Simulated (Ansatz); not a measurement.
Cost and result by functional for the adsorption energy of CO on the 1x1 (110) surface of 3C silicon carbide (cut with top plane C + Si), one in a 2x2 cell, started at the site 'top Si', in Ansatz (plane waves, PAW). Single points on the PBE structure, on one kind of machine; costs are rough ratios of the slab run's core time (references not counted) to the cheapest single point. r2SCAN's cost holds its higher cutoff (500 against 420 eV). Differences are taken against HSE06 for comparison alone: no measured value is at hand, so the table doesn't rank accuracy. HSE06 ran on a coarser k-mesh, which lowers its cost and may carry part of its shift.

Host crystal: 3C silicon carbide, with a band gap (PBE, scalar-relativistic without spin-orbit coupling).

Set-up: 50 atoms, 7.7 Å thick at the start under the adsorbate (thin: gaps and levels are the slab's own); mesh 3x3x1; 0.01 eV smearing; dipole correction on; 24 atoms held, the rest relaxed; symmetry of the start imposed; no spin, no spin-orbit, no U, no dispersion correction. At the end it is bonded to Si. In PBE it is, or lies within 0.03 eV of, the lowest of the starts that converged. These notes are the PBE run's. Adsorption energies are against CO(g). A negative adsorption energy means that the adsorbate is more stable on the surface than in its reference.

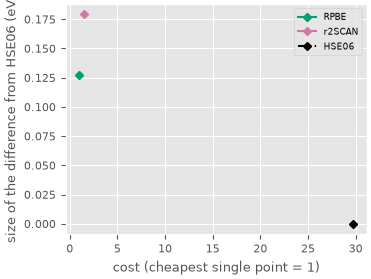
Fig. 1. Difference from HSE06 against cost

| functional | relative cost | adsorption energy (eV) | less HSE06 (eV) |
|---|---|---|---|
| RPBE | 1 | -0.55 | 0.13 |
| r2SCAN | 2 | -0.86 | -0.18 |
| HSE06 | 30 | -0.68 | 0.00 |
| PBE (the relaxed run's value) | – | -0.79 | -0.11 |

The values span 0.31 eV, while the single points' costs differ by a factor of roughly 30. Differences are of unrounded values.

Ansatz is a first-principles code.
